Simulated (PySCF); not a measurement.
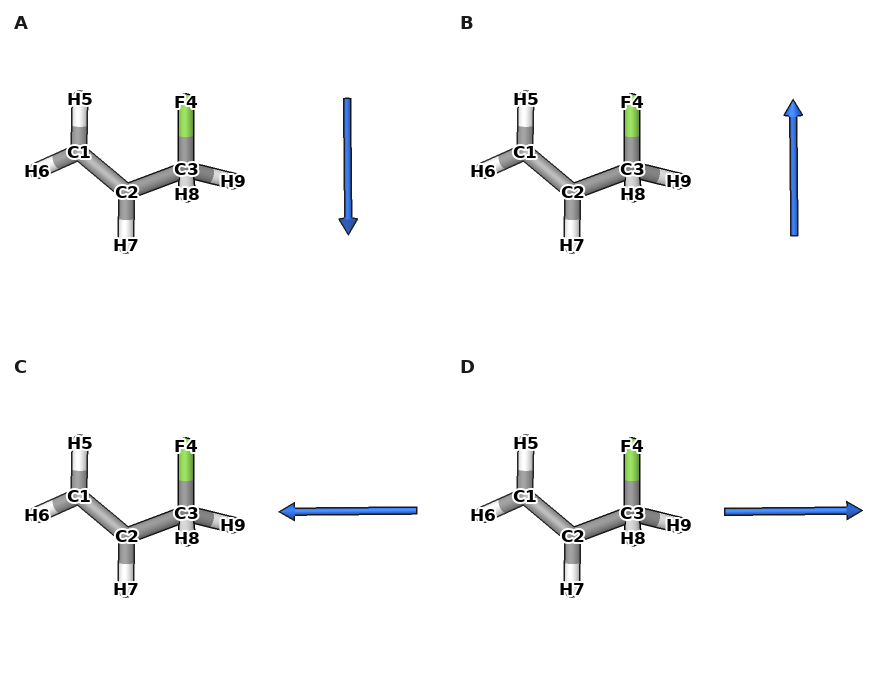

The same molecule four times, each with an arrow. Computed geometry: GFN2-xTB optimisation. No frequency run is at hand to confirm it as a minimum. Properties computed with CAM-B3LYP/def2-SVPD, gas phase (PySCF 2.14.0).

Which arrow points along the dipole moment, from the negative to the positive end?

Answer. A. The dipole moment is 1.81 D; it points from the side of F4, H5 to the side of H7 (the outermost atoms at the two ends).
